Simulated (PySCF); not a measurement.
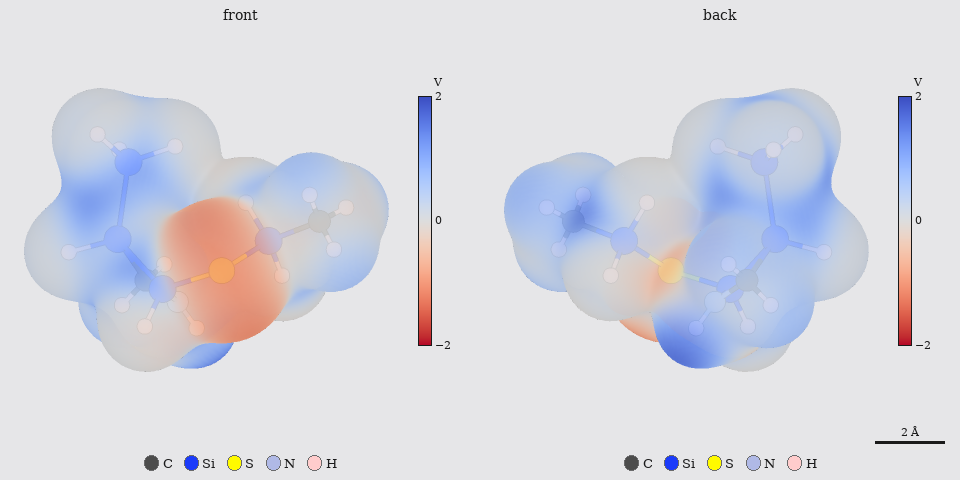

Figure. C2H13NSSi4. The molecular electrostatic potential painted on the density surface at 0.002 e/bohr³, seen from the front and from behind; red is negative and blue positive.

Geometry: GFN2-xTB.

Computed with PBE0/pcSseg-1, SCF density, gas phase, non-relativistic (PySCF).

```yaml
atoms:
  - { symbol: C, position_ang: [3.8329, 0.3634, -1.0174] }
  - { symbol: Si, position_ang: [2.1569, -0.1503, -0.3134] }
  - { symbol: S, position_ang: [1.5899, 1.4050, 1.0425] }
  - { symbol: Si, position_ang: [-0.3820, 0.8305, 1.7354] }
  - { symbol: N, position_ang: [-0.5763, -0.8761, 1.7431] }
  - { symbol: C, position_ang: [-1.8764, -1.2207, 1.1854] }
  - { symbol: Si, position_ang: [-2.2746, 0.5089, 0.4099] }
  - { symbol: Si, position_ang: [-2.4758, 0.4980, -1.8987] }
  - { symbol: H, position_ang: [4.2271, -0.4037, -1.6765] }
  - { symbol: H, position_ang: [3.7544, 1.2858, -1.5852] }
  - { symbol: H, position_ang: [4.5550, 0.5290, -0.2233] }
  - { symbol: H, position_ang: [1.1345, -0.2540, -1.3547] }
  - { symbol: H, position_ang: [2.2554, -1.4101, 0.4205] }
  - { symbol: H, position_ang: [-0.3749, 1.5123, 3.0349] }
  - { symbol: H, position_ang: [-0.1140, -1.5717, 2.3072] }
  - { symbol: H, position_ang: [-1.7825, -2.0565, 0.4858] }
  - { symbol: H, position_ang: [-2.5820, -1.5275, 1.9649] }
  - { symbol: H, position_ang: [-3.4865, 1.0097, 1.0952] }
  - { symbol: H, position_ang: [-3.0753, 1.7551, -2.3534] }
  - { symbol: H, position_ang: [-3.3272, -0.5794, -2.4165] }
  - { symbol: H, position_ang: [-1.1877, 0.3691, -2.5862] }
```

### Where is the surface potential most negative and most positive?

The most negative region (about −1.1 V) lies over S3, the most positive (about +1.5 V) over H15.
